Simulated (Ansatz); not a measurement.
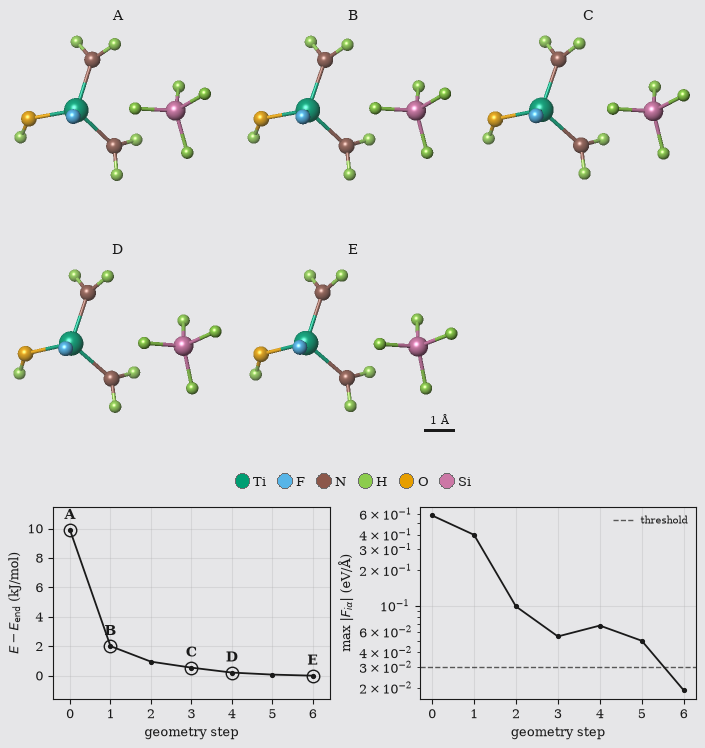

Frames of a relaxation of TiSiN₂H₉OF, marked on the history of the run. A ball-and-stick model, seen at a tilt.

The run prepares an end point of a later path (reaction) calculation, from a guessed geometry.

These are results of Ansatz, RKS PBE/def2-SVP, not measurements. (no spin polarisation; force threshold 0.03 eV/Å; at most 50 steps)

Question: What happens along the run?

Answer: Over 6 geometry steps the energy falls by 9.90 kJ/mol. The largest force component goes from 0.58 to 0.019 eV/Å. The atom that moves furthest after the best rigid fit is an H atom (0.44 Å). By element the largest moves are H 0.44 Å, F 0.32 Å, Si 0.27 Å, O 0.23 Å, Ti 0.19 Å, N 0.17 Å. Near-neighbour distances that change, for instance: H–Ti 2.832 → 3.421 Å, F–Ti 1.812 → 1.780 Å, H–Si 1.476 → 1.500 Å, O–Ti 1.795 → 1.802 Å. From step 0 to 1: F and Si and H atoms move most (0.19 Å), energy −7.89 kJ/mol. From step 1 to 3: an H atom moves most (0.14 Å), energy −1.46 kJ/mol. From step 3 to 4: an H atom moves most (0.10 Å), energy −0.33 kJ/mol. From step 4 to 6: H atoms move most (0.09 Å), energy −0.21 kJ/mol.

```
step  E − E(0), kJ/mol  largest force component, eV/Å
   0              0.00                         0.5830
   1             -7.89                         0.3993
   2             -8.94                         0.0983
   3             -9.35                         0.0547
   4             -9.69                         0.0677
   5             -9.82                         0.0503
   6             -9.90                         0.0191
```
